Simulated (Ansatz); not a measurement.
Calculation: PBE (plane waves to 420 eV, PAW; Ansatz, an electronic-structure program).

Host crystal: anatase TiO2, with a band gap (PBE, scalar-relativistic without spin-orbit coupling).

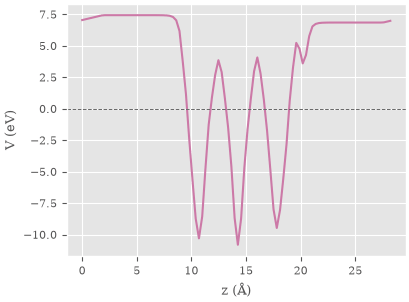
Figure. Planar average of the electrostatic potential across the slab, in eV from the highest filled level, for H2O on the 1x1 (101) surface of anatase TiO2 (cut with top plane O), one in a 2x1 cell, started at the site 'hollow O-O-O over O at depth 4.4 Å'

Model: 39-atom slab, 9.4 Å thick at the start under the adsorbate (thin: gaps and levels are the slab's own), 3x4x1 mesh, Fermi-Dirac 0.01 eV, dipole correction, 14 atoms held, the rest relaxed; no symmetry held; no spin, no spin-orbit, no U, no dispersion correction. At the end it is bonded to Ti. In PBE it is, or lies within 0.03 eV of, the lowest of the starts that converged.

The vacuum level lies 6.85 eV above the highest filled level over the top face and 7.43 eV above it under the bottom face.
